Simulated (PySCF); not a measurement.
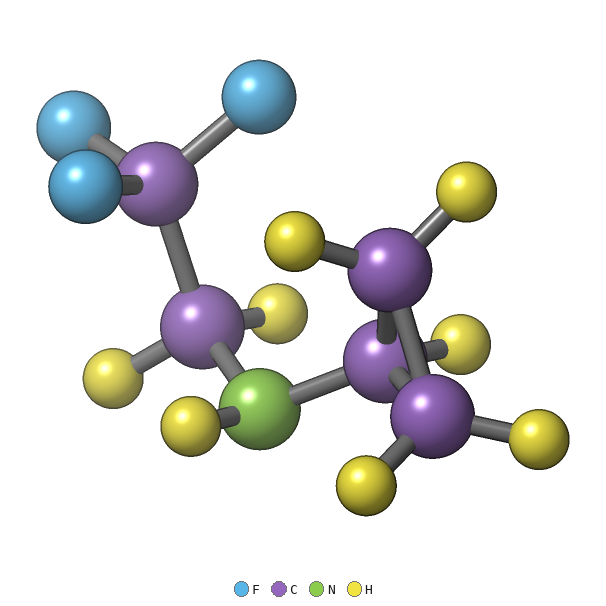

Ball-and-stick drawing of a structure. Every bond is drawn as one stick, whatever its order.

Computed geometry: GFN2-xTB optimisation. No frequency run is at hand to confirm it as a minimum.

What does the picture show?

Formula C5H8F3N. Its SMILES string is `FC(F)(F)CNC1CC1`. Independent rings (smallest set): 1 of 3 members. Among its groups: secondary amine, C–F bond. The point group is C1. Coordination, clear cases only: 2 C tetrahedral; 1 N trigonal pyramidal.

The parts below concern this one geometry. Atoms keep their numbers from picture to picture.

## Shape

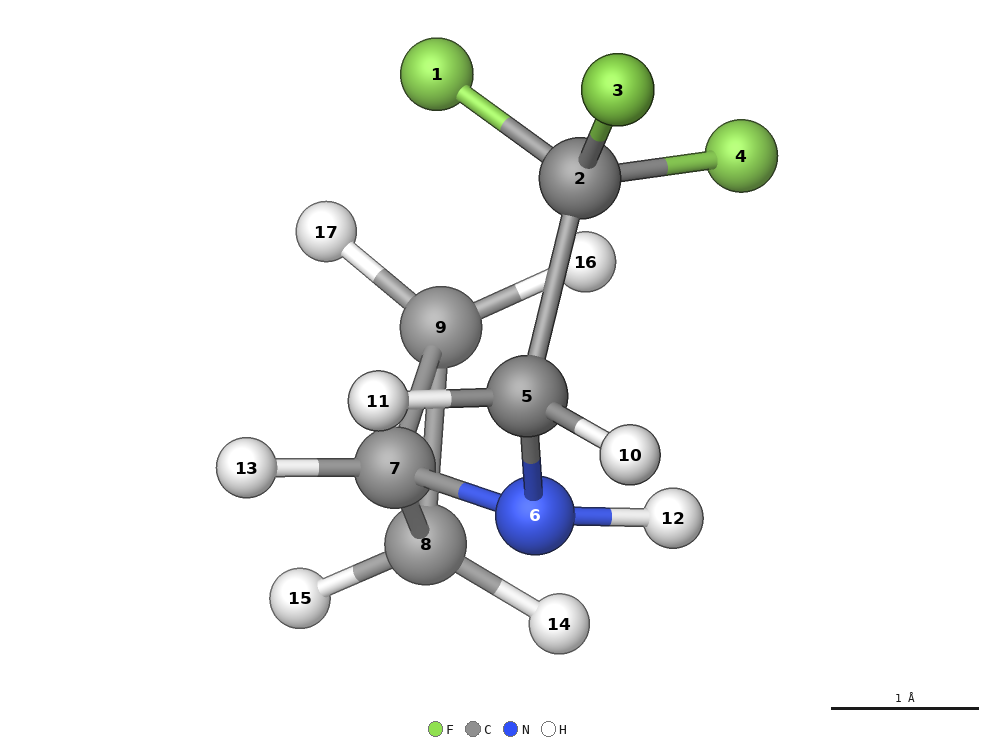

Numbered structure. No frequency run is at hand to confirm it as a minimum.

List the bonds and their lengths. Leave out bonds to hydrogen.

```
 bond  length (Å)   order
F1–C2       1.339  single
C2–F3       1.344  single
C2–F4       1.343  single
C2–C5       1.538  single
C5–N6       1.438  single
N6–C7       1.436  single
C7–C8       1.494  single
C7–C9       1.504  single
C8–C9       1.503  single
```

## Electronic properties

No frequency run is at hand to confirm it as a minimum. Properties computed with PBE0/def2-SVPD, gas phase (PySCF 2.14.0). Excitations: vertical, linear response.

Estimate the HOMO–LUMO gap.

Answer. 7.36 eV.

What is the HOMO energy (Kohn–Sham orbital)?

Answer. −6.64 eV.

Estimate the lowest vertical singlet excitation.

Answer. 6.12 eV.

What is the dipole moment?

Answer. 1.49 D.

## Charges

The questions are on Mulliken charges. No frequency run is at hand to confirm it as a minimum. Properties computed with PBE0/pcSseg-1, gas phase (PySCF 2.14.0).

Give the Mulliken charges atom by atom.

```csv
atom,value (e)
F1,−0.27
C2,0.76
F3,−0.27
F4,−0.28
C5,−0.09
N6,−0.44
C7,−0.10
C8,−0.20
C9,−0.21
H10,0.15
H11,0.14
H12,0.18
H13,0.12
H14,0.13
H15,0.13
H16,0.13
H17,0.13
```

## NMR shielding

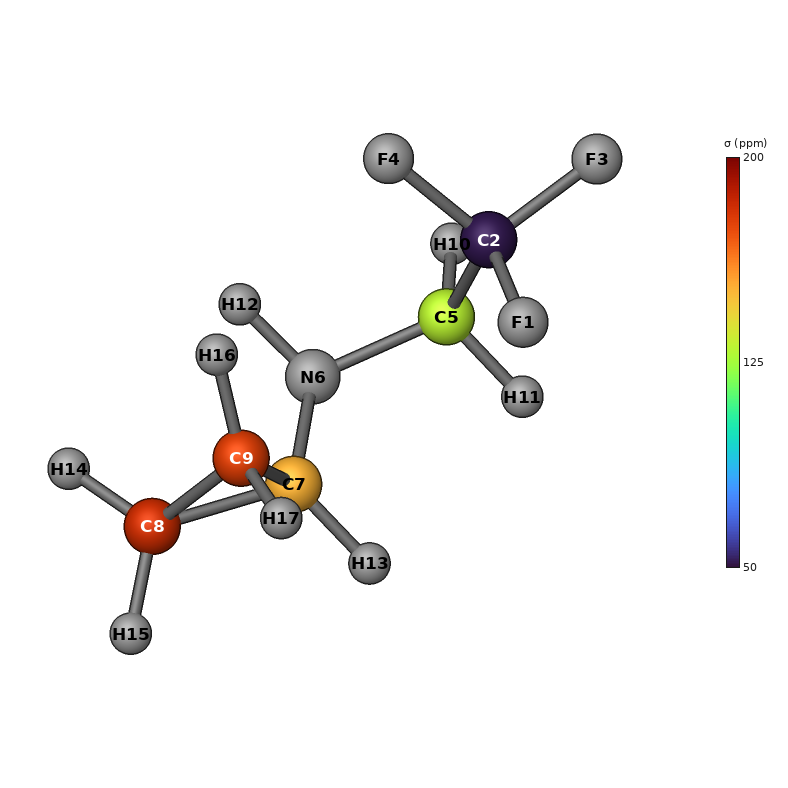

Atoms are coloured by their isotropic NMR shieldings (C only, the others grey). No frequency run is at hand to confirm it as a minimum. Level of theory: GIAO PBE0/pcSseg-1 NMR shielding, non-relativistic, gas phase (PySCF 2.14.0).

Give the isotropic NMR shieldings of the C atoms atom by atom.

```json
{"atom": "C2", "σ (ppm)": "52.1"}
{"atom": "C5", "σ (ppm)": "130.6"}
{"atom": "C7", "σ (ppm)": "151.7"}
{"atom": "C8", "σ (ppm)": "181.2"}
{"atom": "C9", "σ (ppm)": "176.4"}
```

Mulliken values depend strongly on the basis set and can even reverse the polarity of a bond.
